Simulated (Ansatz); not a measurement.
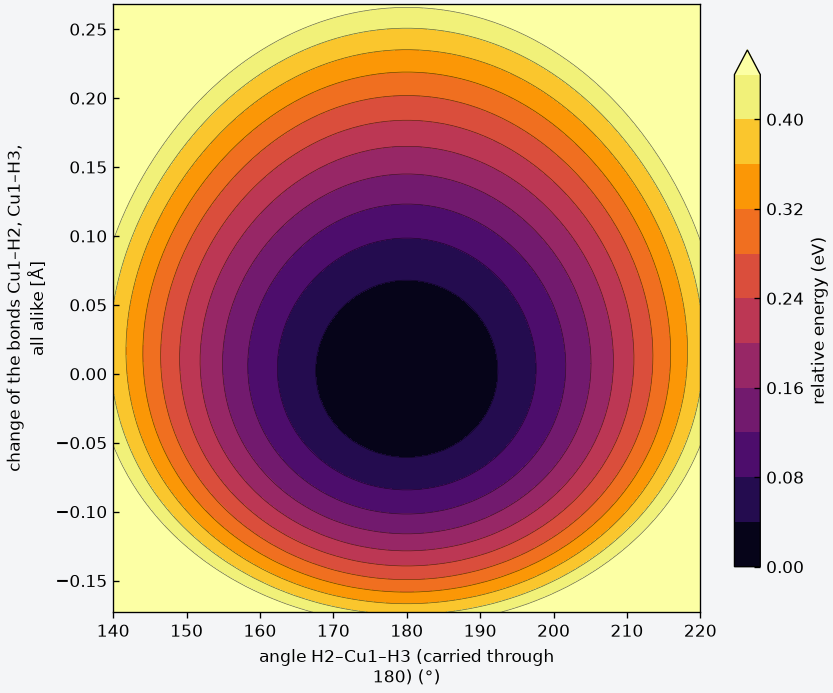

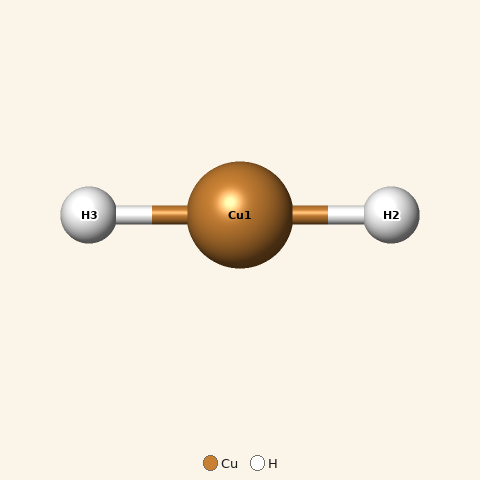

Energy landscape of [CuH2]-, charge −1. First axis: angle H2–Cu1–H3 (carried through 180). Second axis: change of the bonds Cu1–H2, Cu1–H3, all alike. Nothing is relaxed (all other coordinates rigid). Grid: 15 × 15 points; 120 points were computed and 105 follow by symmetry. Points are written as (first, second). Energies are in eV, from the relaxed molecule at the same level. Level of theory: RKS PBE0-D4/def2-TZVPD in Ansatz.

The picture shows filled contours, one colour for all values above the top of the scale. Between grid points the surface is interpolated. The second picture is the structure at the lowest point.

Q: What does the map say about the system?

A: The lowest grid point is at (180.0°, 0.016 Å), 0.0024 eV from the relaxed molecule at the same level. It is the only kind of minimum in the scanned range. The highest grid point, (140.0°, −0.173 Å), lies 0.836 eV above the lowest. Round the minimum the two coordinates are nearly uncoupled.

The values on the grid:

| second ↓, first → | 140.0 | 145.7 | 151.4 | 157.1 | 162.9 | 168.6 | 174.3 | 180.0 | 185.7 | 191.4 | 197.1 | 202.9 | 208.6 | 214.3 | 220.0 |
| --- | --- | --- | --- | --- | --- | --- | --- | --- | --- | --- | --- | --- | --- | --- | --- |
| 0.268 | 0.755 | 0.676 | 0.607 | 0.550 | 0.505 | 0.472 | 0.452 | 0.446 | 0.452 | 0.472 | 0.505 | 0.550 | 0.607 | 0.676 | 0.755 |
| 0.236 | 0.681 | 0.599 | 0.529 | 0.470 | 0.423 | 0.389 | 0.369 | 0.362 | 0.369 | 0.389 | 0.423 | 0.470 | 0.529 | 0.599 | 0.681 |
| 0.205 | 0.616 | 0.531 | 0.459 | 0.398 | 0.349 | 0.315 | 0.294 | 0.287 | 0.294 | 0.315 | 0.349 | 0.398 | 0.459 | 0.531 | 0.616 |
| 0.173 | 0.555 | 0.468 | 0.393 | 0.331 | 0.281 | 0.245 | 0.224 | 0.217 | 0.224 | 0.245 | 0.281 | 0.331 | 0.393 | 0.468 | 0.555 |
| 0.142 | 0.503 | 0.413 | 0.336 | 0.272 | 0.220 | 0.184 | 0.162 | 0.154 | 0.162 | 0.184 | 0.220 | 0.272 | 0.336 | 0.413 | 0.503 |
| 0.110 | 0.456 | 0.365 | 0.285 | 0.219 | 0.166 | 0.128 | 0.105 | 0.098 | 0.105 | 0.128 | 0.166 | 0.219 | 0.285 | 0.365 | 0.456 |
| 0.079 | 0.422 | 0.327 | 0.246 | 0.178 | 0.123 | 0.084 | 0.061 | 0.053 | 0.061 | 0.084 | 0.123 | 0.178 | 0.246 | 0.327 | 0.422 |
| 0.047 | 0.399 | 0.302 | 0.218 | 0.148 | 0.092 | 0.052 | 0.028 | 0.020 | 0.028 | 0.052 | 0.092 | 0.148 | 0.218 | 0.302 | 0.399 |
| 0.016 | 0.392 | 0.292 | 0.206 | 0.135 | 0.077 | 0.036 | 0.011 | 0.002 | 0.011 | 0.036 | 0.077 | 0.135 | 0.206 | 0.292 | 0.392 |
| −0.016 | 0.402 | 0.301 | 0.212 | 0.139 | 0.079 | 0.037 | 0.011 | 0.003 | 0.011 | 0.037 | 0.079 | 0.139 | 0.212 | 0.301 | 0.402 |
| −0.047 | 0.433 | 0.329 | 0.239 | 0.163 | 0.102 | 0.059 | 0.032 | 0.023 | 0.032 | 0.059 | 0.102 | 0.163 | 0.239 | 0.329 | 0.433 |
| −0.079 | 0.489 | 0.383 | 0.290 | 0.213 | 0.150 | 0.106 | 0.079 | 0.070 | 0.079 | 0.106 | 0.150 | 0.213 | 0.290 | 0.383 | 0.489 |
| −0.110 | 0.571 | 0.463 | 0.368 | 0.289 | 0.225 | 0.179 | 0.151 | 0.142 | 0.151 | 0.179 | 0.225 | 0.289 | 0.368 | 0.463 | 0.571 |
| −0.142 | 0.688 | 0.577 | 0.481 | 0.400 | 0.334 | 0.288 | 0.260 | 0.250 | 0.260 | 0.288 | 0.334 | 0.400 | 0.481 | 0.577 | 0.688 |
| −0.173 | 0.838 | 0.725 | 0.627 | 0.545 | 0.478 | 0.430 | 0.401 | 0.392 | 0.401 | 0.430 | 0.478 | 0.545 | 0.627 | 0.725 | 0.838 |

The whole map (120 points run) took 4.9 min on 1 thread of Arm Neoverse V1, with other jobs on the host.
